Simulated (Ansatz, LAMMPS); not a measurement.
# Site preference of Zn in place of Ga in Ga2O3 with crystalline order left by the classical run (95 atoms), part 2 of 3

Aim: make Zn in place of Ga at several sites of Ga2O3 with crystalline order left by the classical run (95 atoms), relax each, and compare their energies.

Ansatz 0.2.0; Kohn-Sham DFT, revPBE, PAW (set soft_1), plane waves.

The cell: 38 Ga and 57 O. The quench rate of 50 K/ps far exceeds what a furnace or splat quench reaches. The network of bonds at the start is that of the classical potential that made the cell. Sampling is at Γ alone, for a cell whose shortest periodic width is 10 Å.

So far. Step 2 (Single point at the start): The r.m.s. force at the start is 0.30 eV/Å. Step 3 (Relaxation): The relaxation converged after 17 steps, 3.53 eV below its start, with a largest force component of 0.024 eV/Å.

### 4. Single point at the relaxed geometry

The electronic structure is read at the final geometry, in a run of its own.

The input, input.yaml:

```yaml
crystal:
  lattice:
    - [10.2635, 0.0, 0.0]
    - [0.0, 10.2635, 0.0]
    - [0.0, 0.0, 10.2635]
  atoms:
    - { symbol: Ga, position: [0.30261, 0.39319, 0.86778] }
    - { symbol: Ga, position: [0.53396, 0.78708, 0.13518] }
    - { symbol: Ga, position: [0.90894, 0.98652, 0.80808] }
    - { symbol: Ga, position: [0.96739, 0.25088, 0.7679] }
    - { symbol: Ga, position: [0.81188, 0.92088, 0.11561] }
    - { symbol: Ga, position: [0.07651, 0.48073, 0.03033] }
    [... 83 atom lines left out ...]
    - { symbol: O, position: [0.91244, 0.80568, 0.21669] }
    - { symbol: O, position: [0.6109, 0.07873, 0.51142] }
    - { symbol: O, position: [0.68815, 0.59499, 0.74186] }
    - { symbol: O, position: [0.28393, 0.42506, 0.0539] }
    - { symbol: O, position: [0.73477, 0.33088, 0.48597] }
    - { symbol: O, position: [0.26219, 0.1447, 0.0775] }
kpoints:
  mp_grid: { grid: [1, 1, 1] }
hamiltonian:
  xc: revpbe
  pseudopotentials: { kind: paw, azcp: { folder: soft_1 } }
scf:
  occupations: { method: fixed }
output:
  forces: true
  stress: true
  populations: true
  dos:
    method: { smearing: { sigma: 0.1 } }
    de: 0.1
    projected: { site_lists: { Ga: [Ga], O: [O] } }
  eigenvalues: true
  write_density: true
  write_potential: true
  volumetric_format: npy
```

Run with:

```console
$ ansatz run input.yaml --threads 4 --pin off --max-ram 8192MiB --backend cpu --events-out ev --progress --plain --runs-dir out
```

Numbers of over 12 decimals in the logs are rounded to 6 here.

What it wrote:

```text
[...]
Crystal: 95 atoms, lattice volume = 1081.151 Å³
Basis set: ecut = 420 eV, 21247 PW (Γ), exchange–correlation on 144×144×144 points (8 copies of the dense FFT grid, shifted against one another)
Bands: 513, of which v1, the nominal top of the filled ones, is band 418 counted from 1 (417 counted from 0)
Symmetry: 1 space group operations
[...]
k-points: 1
[...]
SCF iter   1: F=—  HF=-176364.350623 eV  |F-HF|=—  |Δ(HF+E_count)|=         —  Δρ=1.17e-1  dr2=7.19e1  ethr=3.10e-3  ⟨swp⟩=5.0  Hψ=1534  notcnv=0  defer=88
[...]
SCF iter  13: F=-176341.465958 eV  HF=-176341.465958 eV  |F-HF|=3.93e-8  |Δ(HF+E_count)|=   2.00e-7  Δρ=1.70e-6  dr2=3.54e-8  ethr=1.20e-11  ⟨swp⟩=14.0  Hψ=4173  notcnv=0
SCF 1 converged in 13 iterations: F = -176341.465958 eV  dr2 = 3.54e-8
[...]
SCF converged after 13 iterations
Free energy (F): -176341.465958 eV
[...]
Internal energy: -176341.465958 eV  (E = F + TS)
E sigma→0 (E₀):  -176341.465958 eV
Fermi energy:    7.301404 eV
[...]
--- Forces (eV/Å), atoms counted from 1 ---
  atom   1  Ga    -0.00076625     0.00314925    -0.01082189
  atom   2  Ga     0.00416777    -0.00796737     0.00286351
  atom   3  Ga     0.00723444     0.00466335    -0.00345453
  atom   4  Ga    -0.00095547     0.00524121    -0.01251307
  atom   5  Ga    -0.00545739    -0.00408472     0.00557386
  atom   6  Ga     0.01397568     0.00467004    -0.00903809
  atom   7  Ga    -0.00445622     0.00163308     0.00674915
  atom   8  Ga     0.00274754    -0.00636396     0.01285434
  atom   9  Ga    -0.00217290     0.00732124     0.00634265
  atom  10  Ga     0.00097157     0.00683714    -0.00256429
  atom  11  Ga     0.00190032     0.00539393    -0.00091930
  atom  12  Ga    -0.00367927    -0.00381119    -0.01033595
  atom  13  Ga    -0.01247968    -0.00640911     0.01973440
  atom  14  Ga     0.00750990     0.00410893    -0.00124602
[...]
atom  94  O      0.00414766     0.00146927    -0.00401360
  atom  95  O      0.00065067     0.00446018     0.00127390
  max |Σ_I F_I| component: 1.89e-5 eV/Å
--- Stress (GPa, compression-positive) ---
        0.009985       1.001859      -0.766553
        1.001859       2.535020       0.479010
       -0.766553       0.479010      -1.092327
  P = ⅓ Tr σ = 0.4842 GPa (4.842 kbar)
--- Band table (eV) ---
[...]
--- Löwdin populations: 95 sites ---
  site symbol       q [e]
     0     Ga     11.8911
     1     Ga     11.9356
     2     Ga     11.9426
[...]
94      O      6.6864
  spilling = 0.002625 (of n_electrons = 836.000000)
```

The job ended after 34 s (4 threads of Arm Neoverse V1, shared host; peak memory 1.7 GiB).

Read from the output:

| Quantity | Value |
| --- | --- |
| free energy | -176341.4660 eV |
| free energy per atom | -1856.2260 eV/atom |
| SCF cycles | 13 |
| pressure | 0.4842 GPa |
| r.m.s. force component | 0.00667 eV/Å |
| longest force | 0.02863 eV/Å |
| Fermi energy | 7.301 eV |
| gap (highest filled to lowest empty level) | 1.628 eV |
| spilling of the projection | 0.002625 |

Löwdin charges by element and coordination (they lack the spilled electrons, 0.023 e an atom on average):

| element | coordination | atoms | mean charge (e) | spread | least | most |
| --- | --- | --- | --- | --- | --- | --- |
| Ga | all | 38 | 1.07 | 0.0186 | 1.03 | 1.12 |
| Ga | 4 | 10 | 1.09 | 0.0139 | 1.07 | 1.12 |
| Ga | 5 | 18 | 1.07 | 0.0116 | 1.04 | 1.09 |
| Ga | 6 | 10 | 1.06 | 0.011 | 1.03 | 1.07 |
| O | all | 57 | -0.677 | 0.0142 | -0.706 | -0.646 |
| O | 3 | 38 | -0.683 | 0.0102 | -0.706 | -0.665 |
| O | 4 | 19 | -0.665 | 0.0125 | -0.699 | -0.646 |

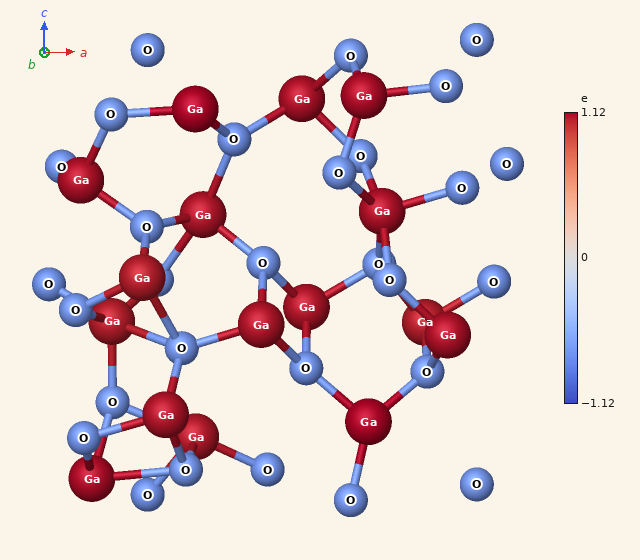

Atoms coloured by Löwdin charge. Drawn is a slice 4 Å thick, seen along the normal of the ac plane. Bonds to atoms that aren't drawn are left out.

States in the cell by windows of 1 eV, zero at the Fermi level; the larger projections on atomic orbitals stand beside the total:

| from (eV) | to (eV) | total | O p | Ga p | Ga d |
| --- | --- | --- | --- | --- | --- |
| -14 | -13 | 181.9 | 2.4 | 0.4 | 178.2 |
| -13 | -12 | 192.5 | 1.6 | 1.5 | 182.5 |
| -12 | -11 | 5.6 | 0.1 | 0.1 | 4.6 |
| -11 | -8 | 0.0 | 0.0 | 0.0 | 0.0 |
| -8 | -7 | 0.2 | 0.1 | 0.0 | 0.0 |
| -7 | -6 | 26.2 | 16.1 | 1.3 | 0.4 |
| -6 | -5 | 32.8 | 20.7 | 2.1 | 0.5 |
| -5 | -4 | 35.9 | 25.3 | 5.6 | 0.4 |
| -4 | -3 | 49.1 | 37.9 | 7.7 | 0.6 |
| -3 | -2 | 58.1 | 49.0 | 6.5 | 0.7 |
| -2 | -1 | 73.1 | 66.9 | 3.6 | 0.9 |
| -1 | 0 | 65.8 | 63.3 | 0.9 | 0.6 |
| 0 | 1 | 0.8 | 0.8 | 0.0 | 0.0 |
| 1 | 2 | 2.0 | 0.1 | 0.0 | 0.0 |
| 2 | 3 | 0.0 | 0.0 | 0.0 | 0.0 |
| 3 | 4 | 0.9 | 0.3 | 0.2 | 0.0 |
| 4 | 5 | 14.0 | 3.8 | 2.4 | 0.0 |

With fixed occupations the program's Fermi level is the highest filled level; weight inside the gap is the broadening of levels at its edges.

Between -19 and -14 eV lie 114 more states.

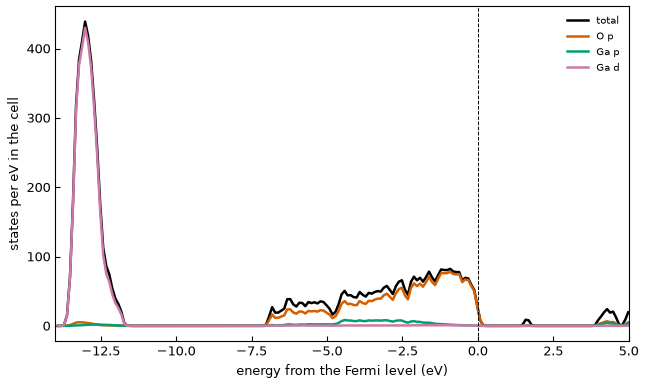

Total and projected density of states, with the broadening of the input.

The levels nearest the highest filled one (over half full), pooled over k-points and spins:

| level less the highest filled one (eV) | occupation |
| --- | --- |
| -0.204 | 2 |
| -0.166 | 2 |
| -0.143 | 2 |
| -0.0894 | 2 |
| -0.0878 | 2 |
| 0 | 2 |
| 1.63 | 0 |
| 4.04 | 0 |
| 4.19 | 0 |
| 4.27 | 0 |
| 4.34 | 0 |
| 4.47 | 0 |

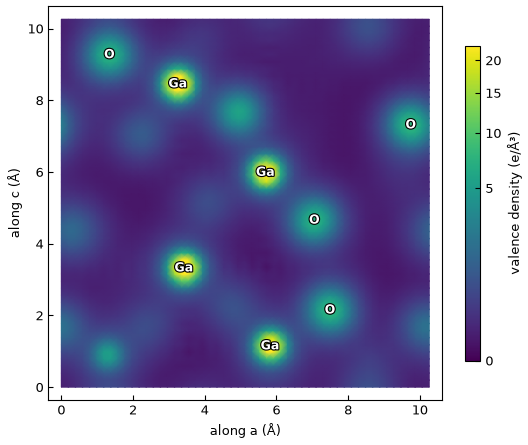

Valence density in the ac plane at fractional y = 0.609, with atoms of Ga and O within 0.2 Å of it. It is the smooth field of the valence electrons, not physical close to the nuclei. The map starts off the cell's origin, so that atoms lie inside it. The colour scale is stretched toward low values.

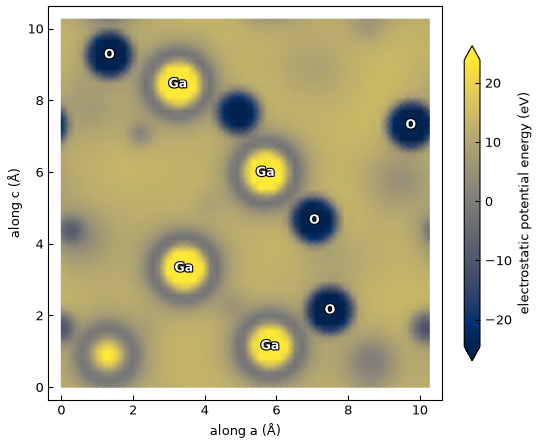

Electrostatic potential energy in the ac plane at fractional y = 0.609, with atoms of Ga and O within 0.2 Å of it. With pseudopotentials it is smooth inside the atoms' cores, unlike the true potential. The map starts off the cell's origin, so that atoms lie inside it.

Between filled and empty levels lie 1.63 eV (at Γ alone); a semilocal functional tends to put such gaps too low. In a disordered cell it changes from sample to sample, and tail or defect levels can set it. Mean Löwdin charges: Ga +1.07, O -0.68 e.

### 5. Zn on a site of Ga, site Ga25

The site has 4 bonded neighbours (O4) at 1.90 Å on average, by cutoffs that count no bonds between two metal atoms or like ions. The change is made in the relaxed cell and the atoms are relaxed again, with spin allowed.

The input, input.yaml:

```yaml
crystal:
  lattice:
    - [10.2635, 0.0, 0.0]
    - [0.0, 10.2635, 0.0]
    - [0.0, 0.0, 10.2635]
  atoms:
    [... atom lines 1 to 21 left out ...]
    - { symbol: Ga, position: [0.22854, 0.28675, 0.18991] }
    - { symbol: Ga, position: [0.77606, 0.15069, 0.53203] }
    - { symbol: Ga, position: [0.05331, 0.50434, 0.69929] }
    - { symbol: Zn, position: [0.90993, 0.2205, 0.08448], spin: 0.6 }
    - { symbol: Ga, position: [0.84109, 0.70537, 0.35742] }
    - { symbol: Ga, position: [0.72368, 0.74849, 0.62091] }
    - { symbol: Ga, position: [0.92433, 0.72129, 0.86074] }
    [... atom lines 29 to 95 left out ...]
magnetization:
  spin_polarized: true
kpoints:
  mp_grid: { grid: [1, 1, 1] }
hamiltonian:
  xc: revpbe
  pseudopotentials: { kind: paw, azcp: { folder: soft_1 } }
scf:
  occupations: { method: fermi_dirac, width: 0.025 }
  lower_state_search: "off"
output:
  forces: true
  eigenvalues: true
relax:
  f_tol: 0.05
  max_steps: 90
```

What it wrote:

```text
[...]
Crystal: 95 atoms, lattice volume = 1081.151 Å³
Basis set: ecut = 420 eV, 21247 PW (Γ), exchange–correlation on 144×144×144 points (8 copies of the dense FFT grid, shifted against one another)
Bands: 514, of which v1, the nominal top of the filled ones, is band 418 counted from 1 (417 counted from 0)
Symmetry: 1 space group operations
[...]
k-points: 1
[...]
Starting moments: Σ|m| = 3 μB on 5 of 95 sites
[...]
SCF iter   1: F=—  HF=-175896.936953 eV  |F-HF|=—  |Δ(HF+E_count)|=         —  Δρ=6.04e-2 (↑5.81e-2 ↓6.04e-2)  dr2=7.11e1  dr2_m=1.19e0  M=0.996 μB ∫|m|=1.371 μB  β_m=0.30  ethr=3.10e-3  ⟨swp⟩=5.0  Hψ=3306  notcnv=0  defer=101
[...]
spin=Collinear: Kerker preconditioning applied to the charge; magnetization (m = ρ↑ − ρ↓) channel mixes plain (no charge-response kernel on spin).
SCF iter   2: F=—  HF=-175885.614240 eV  |F-HF|=—  |Δ(HF+E_count)|=    1.13e1  Δρ=4.14e-2 (↑4.01e-2 ↓4.14e-2)  dr2=3.53e1  dr2_m=6.15e-1  M=0.940 μB ∫|m|=1.259 μB  β_m=0.30  ethr=3.10e-3  ⟨swp⟩=2.0  Hψ=1535  notcnv=0  defer=178
[...]
spin=Collinear: Resta preconditioning applied to the charge; magnetization (m = ρ↑ − ρ↓) channel mixes plain (no charge-response kernel on spin).
SCF iter   3: F=—  HF=-175874.894674 eV  |F-HF|=—  |Δ(HF+E_count)|=    1.07e1  Δρ=1.70e-2 (↑1.20e-2 ↓1.70e-2)  dr2=6.39e0  dr2_m=6.39e-1  M=1.000 μB ∫|m|=1.360 μB  β_m=0.30  ethr=3.10e-3  ⟨swp⟩=2.5  Hψ=1758  notcnv=0  defer=178
[...]
SCF iter   8: F=—  HF=-175874.646615 eV  |F-HF|=—  |Δ(HF+E_count)|=   5.86e-2  Δρ=1.63e-3 (↑1.63e-3 ↓1.52e-3)  dr2=3.48e-2  dr2_m=1.64e-2  M=0.983 μB ∫|m|=1.147 μB  β_m=0.30  ethr=2.06e-5  ⟨swp⟩=2.0  Hψ=1198  notcnv=0  defer=178
[...]
spin-set hold released at iteration 8 (site moments contracting): the magnetisation degrees of freedom join the quasi-Newton model from the next iteration; the mixer history was flushed
SCF iter   9: F=—  HF=-175874.658555 eV  |F-HF|=—  |Δ(HF+E_count)|=   1.19e-2  Δρ=1.43e-3 (↑1.14e-3 ↓1.43e-3)  dr2=1.73e-2  dr2_m=1.33e-2  M=0.976 μB ∫|m|=1.135 μB  β_m=0.55  ethr=4.17e-6  ⟨swp⟩=2.0  Hψ=1589  notcnv=0  defer=178
[...]
SCF iter  18: F=-175874.687733 eV  HF=-175874.687735 eV  |F-HF|=1.58e-6  |Δ(HF+E_count)|=   1.37e-6  Δρ=1.39e-5 (↑6.39e-6 ↓1.39e-5)  dr2=3.63e-6  dr2_m=4.00e-7  M=0.980 μB ∫|m|=1.112 μB  ethr=1.10e-9  ⟨swp⟩=2.0  Hψ=3178  notcnv=0
SCF 1 converged in 18 iterations: F = -175874.687733 eV  dr2 = 3.63e-6
[...]
relax step   1: F+E_penalty+E_count = -175874.68773296 eV  Δ(F+E_penalty+E_count) = +0.000e0 eV  max|allowed force component| = 1.285e0 eV/Å  Δτ_max = 0.0000 Å  (18 SCF iters, dr2 threshold 6.25e-5 eV, accepted)
[... from here on, the SCF cycles and remarks between the steps are left out ...]
relax step   2: F+E_penalty+E_count = -175874.93080217 eV  Δ(F+E_penalty+E_count) = -2.431e-1 eV  max|allowed force component| = 8.134e-1 eV/Å  Δτ_max = 0.0483 Å  (14 SCF iters, dr2 threshold 1.00e-4 eV, accepted)
relax step   3: F+E_penalty+E_count = -175875.10065289 eV  Δ(F+E_penalty+E_count) = -1.699e-1 eV  max|allowed force component| = 2.380e-1 eV/Å  Δτ_max = 0.0864 Å  (13 SCF iters, dr2 threshold 4.13e-5 eV, accepted)
relax step   4: F+E_penalty+E_count = -175875.12200992 eV  Δ(F+E_penalty+E_count) = -2.136e-2 eV  max|allowed force component| = 6.942e-2 eV/Å  Δτ_max = 0.0179 Å  (14 SCF iters, dr2 threshold 4.85e-6 eV, accepted)
relax step   5: F+E_penalty+E_count = -175875.10136258 eV  Δ(F+E_penalty+E_count) = +2.065e-2 eV  max|allowed force component| = 2.716e-1 eV/Å  Δτ_max = 0.1304 Å  (17 SCF iters, rejected (line search))
relax step   6: F+E_penalty+E_count = -175875.14153923 eV  Δ(F+E_penalty+E_count) = -1.953e-2 eV  max|allowed force component| = 5.842e-2 eV/Å  Δτ_max = 0.0482 Å  (21 SCF iters, accepted)
relax step   7: F+E_penalty+E_count = -175875.14522525 eV  Δ(F+E_penalty+E_count) = -3.686e-3 eV  max|allowed force component| = 8.808e-2 eV/Å  Δτ_max = 0.0526 Å  (17 SCF iters, accepted)
relax step   8: F+E_penalty+E_count = -175875.14975364 eV  Δ(F+E_penalty+E_count) = -4.528e-3 eV  max|allowed force component| = 5.976e-2 eV/Å  Δτ_max = 0.0094 Å  (13 SCF iters, dr2 threshold 5.49e-6 eV, accepted)
relax step   9: F+E_penalty+E_count = -175875.15196677 eV  Δ(F+E_penalty+E_count) = -2.213e-3 eV  max|allowed force component| = 4.550e-2 eV/Å  Δτ_max = 0.0115 Å  (15 SCF iters, accepted)
SCF converged after 15 iterations
Magnetization: 0.9978 μB (417.9989 up, 417.0011 down)
Absolute magnetization: 1.1453 μB (∫|ρ↑−ρ↓|, with the PAW one-centre terms)
[...]
Per-site moments (μB) at R_I (Å): [(-1.0374372561831667e-5, 0.771224), (0.000612416, 0.789517), (-0.000667445, 0.792319), (-0.000454781, 0.791343), (-0.00011471, [...]
Free energy (F): -175875.151967 eV
[...]
Internal energy: -175875.122033 eV  (E = F + TS)
E sigma→0 (E₀):  -175875.137000 eV
Entropy (-TS):   -0.029933 eV (-0.315 meV/atom)
Fermi energy:    7.345492 eV
[...]
--- Forces (eV/Å), atoms counted from 1 ---
  atom   1  Ga     0.00026166    -0.00036264    -0.00633359
  atom   2  Ga    -0.01445928     0.00716774     0.00530367
  atom   3  Ga     0.01319857     0.00726485    -0.01022772
  atom   4  Ga     0.00522954    -0.00674522     0.00284181
  atom   5  Ga     0.01884757     0.01485435     0.00206841
  atom   6  Ga     0.02189183    -0.00642220     0.00793884
  atom   7  Ga    -0.00771268    -0.00754928    -0.00759241
  atom   8  Ga    -0.01085855    -0.00317489    -0.00495587
  atom   9  Ga     0.01119036    -0.00880344    -0.00840437
  atom  10  Ga    -0.00136035    -0.01203356     0.00222278
  atom  11  Ga     0.01195107     0.00841794    -0.00224289
  atom  12  Ga    -0.00679795    -0.00022148     0.00141472
  atom  13  Ga     0.00708127     0.00234421    -0.00867148
  atom  14  Ga    -0.00851556     0.01298995    -0.02998140
[...]
atom  94  O     -0.00239726     0.00268154     0.00285236
  atom  95  O      0.00554261    -0.00025197    -0.01148409
  max |Σ_I F_I| component: 5.45e-6 eV/Å
--- Band table (eV) ---
[...]
--- Relaxed structure (9 steps of the walk, 8 accepted, 0 SCFs on fresh bases) ---
  F+E_penalty+E_count = -175875.15196677 eV   max|allowed force component| = 4.550e-2 eV/Å
  atoms:
    - { symbol: Ga, position: [0.303986, 0.394267, 0.873686] }
    - { symbol: Ga, position: [0.535779, 0.790865, 0.136134] }
    - { symbol: Ga, position: [0.910144, 0.983588, 0.798788] }
    - { symbol: Ga, position: [0.961715, 0.247479, 0.765321] }
[...]
- { symbol: O, position: [0.257622, 0.143807, 0.080052] }
```

The job ended after 9.8 min (4 threads; peak memory 3 GiB; 39 min of CPU time).

The relaxation converged after 9 steps, 0.464 eV below its start, with a largest force component of 0.046 eV/Å.

The surroundings of the Zn atom, after relaxation, nearest first, numbered as they follow in the input and with coordinates relative to it.

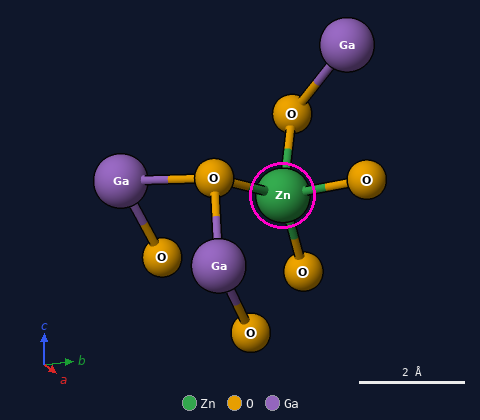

The atoms of the table, within 3.2 Å (arrows a, b, c point along x, y, z); some may hide others; the central atom is ringed.

| atom | x | y | z | distance (Å) | bonds | moment (μB) |
| --- | --- | --- | --- | --- | --- | --- |
| Zn25 | 0.00 | 0.00 | 0.00 | 0.00 | 4 | 0.01 |
| O42 | -0.58 | 0.62 | -1.72 | 1.92 | 3 | 0.15 |
| O53 | 0.77 | -1.67 | 0.69 | 1.97 | 4 | 0.01 |
| O74 | 1.48 | 1.18 | 0.59 | 1.98 | 3 | 0.01 |
| O55 | -1.58 | 0.75 | 1.14 | 2.09 | 4 | 0.00 |
| O59 | -1.29 | -2.00 | -1.39 | 2.75 | 3 | 0.24 |
| O71 | 1.44 | -1.16 | -2.25 | 2.92 | 4 | 0.00 |
| Ga5 | -0.90 | -2.98 | 0.32 | 3.13 | 5 | 0.00 |
| Ga8 | -0.43 | 1.45 | 2.75 | 3.14 | 5 | 0.00 |
| Ga19 | 2.27 | -2.11 | -0.63 | 3.16 | 6 | 0.00 |

The column of bonds counts only the pairs O-Ga within 2.43 Å, O-Zn within 2.48 Å; other neighbours, such as metal atoms beside each other in a compound, aren't counted, and periodic images can show an atom twice.

The largest move is 0.14 Å, by O55.

[end of part 2 of 3]

[Logs are printed without paths, hosts, clocks, repeated set-up lines and the standing remarks that a program may print on its own settings, such as how far it seeks lower states.]

[Hosts, paths, dates, database ids (printed as entryN), source tags and the programs' standing remarks are cut or masked in the printed files.]
